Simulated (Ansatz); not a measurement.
Results of RPBE (Ansatz, a program for electronic structure, PAW) for diamond-structure Ge.

Settings: plane-wave cutoff 520 eV, 10×10×10 k mesh, Fermi–Dirac smearing 0.01 eV, scalar-relativistic PAW data made under PBE.

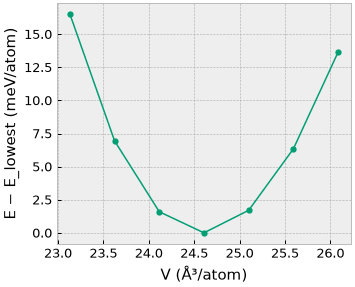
Fig. 1. Total energy against volume

### Question
From the curve, estimate the equilibrium volume and the bulk modulus.

### Answer
V0 ≈ 24.6 Å³/atom and B0 ≈ 54 GPa; the fit gives V0 = 24.591 Å³/atom, B0 = 54.1 GPa, B′ = 5.0.

Measured, for comparison: bulk modulus 77.3 GPa (low-temperature value with the zero-point effect removed, our sources range from 77.3 to 79.4; as tabulated in Tanner et al. (2021), arXiv:2110.11888); equilibrium volume per atom 22.47 Å³/atom (static lattice: zero-point anharmonic expansion removed; as tabulated in Mejia-Rodriguez and Trickey (2018), arXiv:1807.09216). Computed (rounded) less measured: bulk modulus -30 % (-30 % to -32 % over the range), equilibrium volume per atom +9.4 %.

Note: the gap of the solid is closed in this run; this level leaves the solid without a gap, although one is measured.

Static lattice: no zero-point or thermal effects.
